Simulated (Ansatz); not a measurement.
# ClH3Si···H (doublet): what the fields show

The calculation's input:

```
crystal:
  periodic: [false, false, false]
  atoms:
    - { symbol: Cl, position_ang: [0.623676, -1.758415, -1.555435] }
    - { symbol: Si, position_ang: [0.159153, -0.224231, -0.203776] }
    - { symbol: H, position_ang: [-1.252404, -0.496697, -0.152605] }
    - { symbol: H, position_ang: [0.493814, 1.080824, -0.776431] }
    - { symbol: H, position_ang: [-0.877224, 1.833796, 1.620274] }
    - { symbol: H, position_ang: [0.852986, -0.435277, 1.067972] }
magnetization:
  spin_polarized: true
  initial_magnetization: 1
basis:
  gaussian: { orbitals: def2-mTZVP }
hamiltonian:
  xc: { name: BHLYP }
  dispersion: d4
relax:
  f_tol: 0.03
  max_steps: 50
output:
  orbitals: {}
```

Command:

```sh
ansatz run input.yaml --threads 2 --pin off --max-ram 3072MiB --backend cpu --events-out ev --progress --plain --runs-dir out
```

The fields are those of the run's last geometry, not of the input's.

Level of theory: UKS BHLYP-D4/def2-mTZVP in Ansatz 0.2.0.

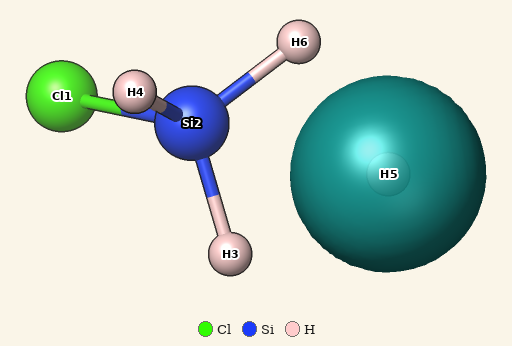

Figure 1. Isosurfaces of the spin density (α minus β) at +0.04 (teal) and −0.04 e/Å³ (pink), seen at an oblique angle.

> Which atoms carry the spin?

The unpaired spin (1 electron) lies mostly on H5 (about 0.9), in electrons by Hirshfeld's partition. Only one sign reaches the isovalue.

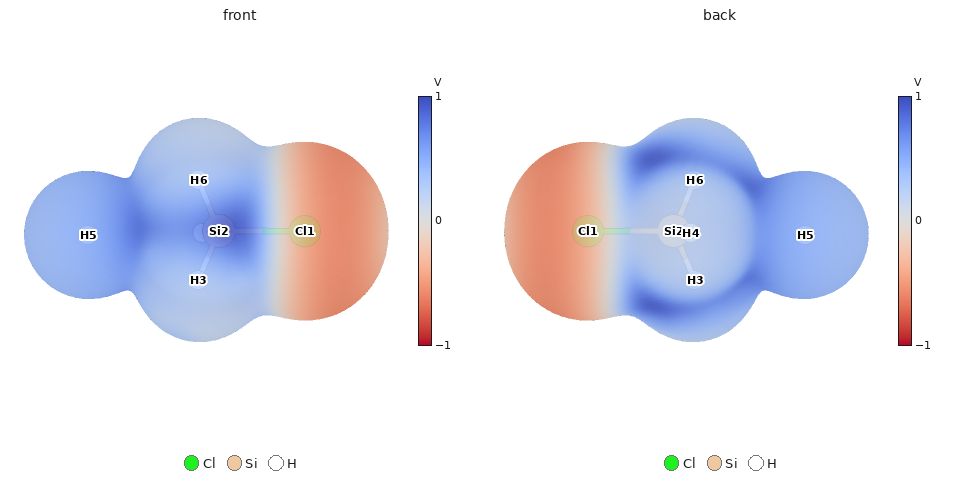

Figure 2. The electrostatic potential painted on the density surface at 0.001 e/bohr³, seen from the front and from behind; red is negative and blue positive.

> Where is the surface potential most negative and most positive?

The most negative region (about −0.6 V, or −14 kcal/mol for a unit charge) lies over Cl1, the most positive (about +0.9 V, or +21 kcal/mol for a unit charge) over Si2.

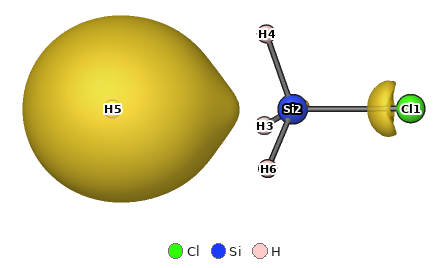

Figure 3. The LUMO (β) at ±0.1 Å⁻³ᐟ² (yellow and cyan are the two phases), seen from one side.

> Where does this orbital lie, and at what energy?

By Hirshfeld shares it lies mainly on H5 (about 80 %) and Si2 (about 15 %). Its energy is −1.77 eV.
